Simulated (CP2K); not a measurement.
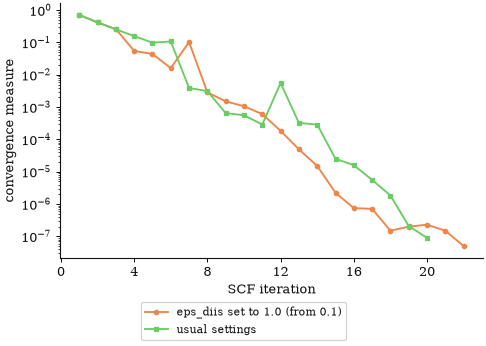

Two SCF runs that differ in one setting.
The run: CH$_{2}$FNSi (SMILES FC1=N[SiH2]1), by RHF AM1 in CP2K.

**Which runs converged, and in how many iterations?**

“usual settings” converged in 20 iterations. “eps_diis set to 1.0 (from 0.1)” converged in 22 iterations. CP2K mixes the density linearly, with weight alpha, until the error falls below EPS_DIIS, and only then turns to DIIS. That happens at step 6 with the usual settings and at step 3 in the changed run. Both end at the same energy within 1 meV.
